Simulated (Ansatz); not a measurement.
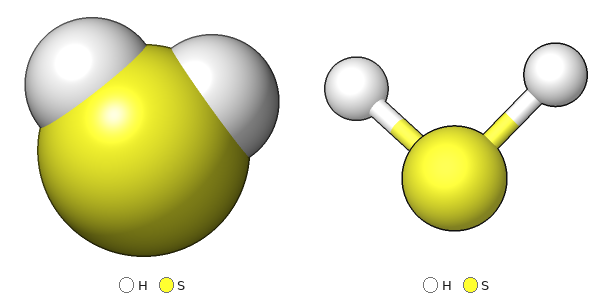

Both panels show the same species.

The geometry was computed by an optimisation with PBE0-D4/def2-TZVP.

**What is the molecular formula?**

H2S, 3 atoms: 2 hydrogen and 1 sulfur.

**Count the bonded pairs by element.**

2 S–H. Sticks follow a distance rule.

More results for the same structure follow; atom numbers are the same in all pictures, views and colours differ.

## Symmetry

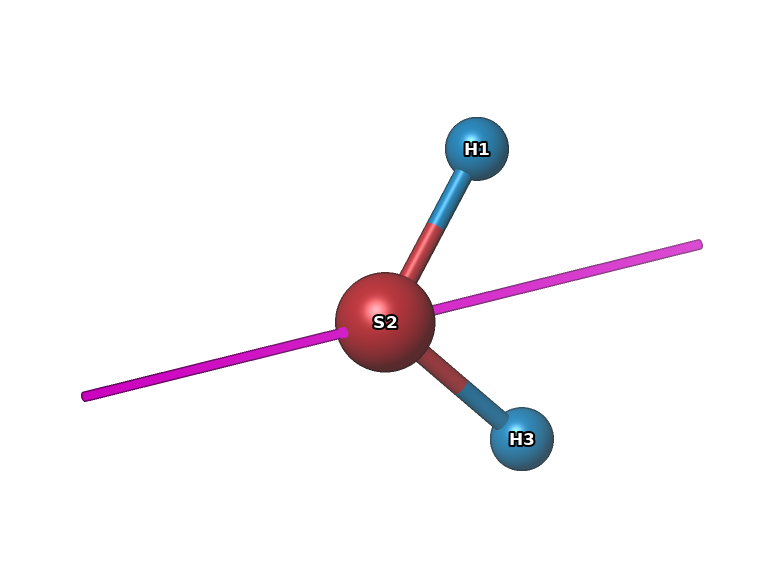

A line through the centre of mass is drawn in. Distant atoms are faded towards the background colour.

**Is the line a proper rotation axis of the structure, and of what order?**

Yes, a C2 axis. A turn by 180° leaves S2 in place and moves H1 ↔ H3. The point group is C2v.

## Vibrations

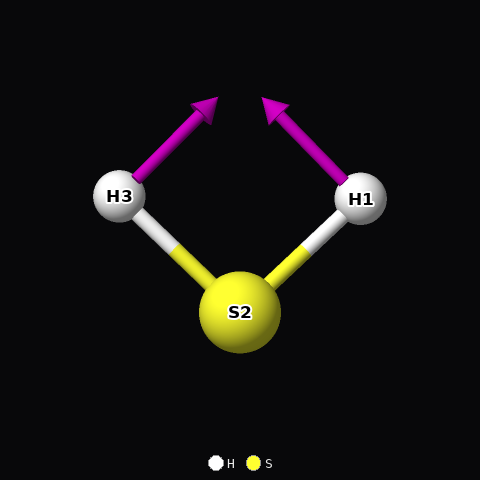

The arrows show one normal mode. Harmonic vibrations computed with RKS PBE0-D4/def2-TZVP (Ansatz 0.2.0) at a stationary point of the same level.

**What kind of motion is it?**

Mostly H–S–H bending.

**Estimate its harmonic wavenumber.**

1209 cm⁻¹; it is mode 1 of 3 counted from the lowest.

## Charges

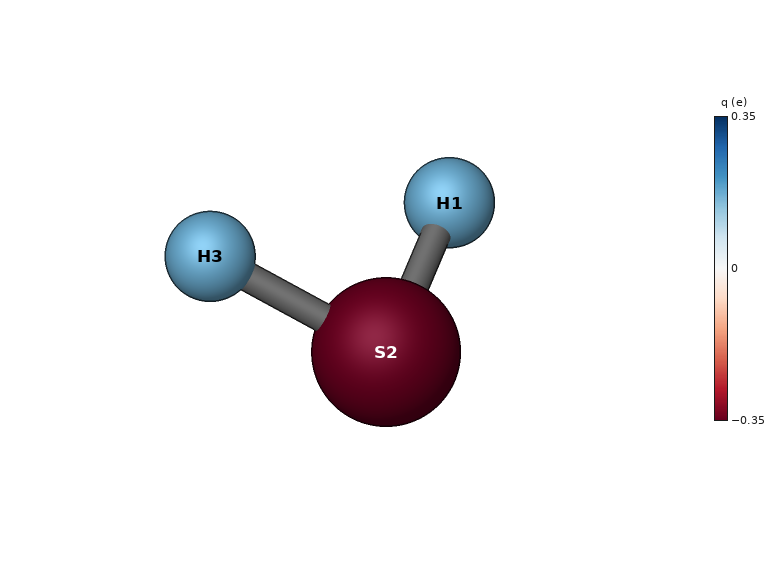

Atoms are coloured by their Mulliken charges. Level of theory: RKS PBE0-D4/def2-TZVP (Ansatz 0.2.0).

List the Mulliken charges.

| atom | value (e) |
| --- | --- |
| H1 | 0.17 |
| S2 | −0.35 |
| H3 | 0.17 |

## Electronic properties

Method: RKS PBE0-D4/def2-TZVPP (Ansatz 0.2.0).

Computed properties:

- HOMO energy (Kohn–Sham orbital): −7.49 eV
- LUMO energy (Kohn–Sham orbital): 0.60 eV
- HOMO–LUMO gap: 8.09 eV

Mulliken values depend strongly on the basis set and can even reverse the polarity of a bond.
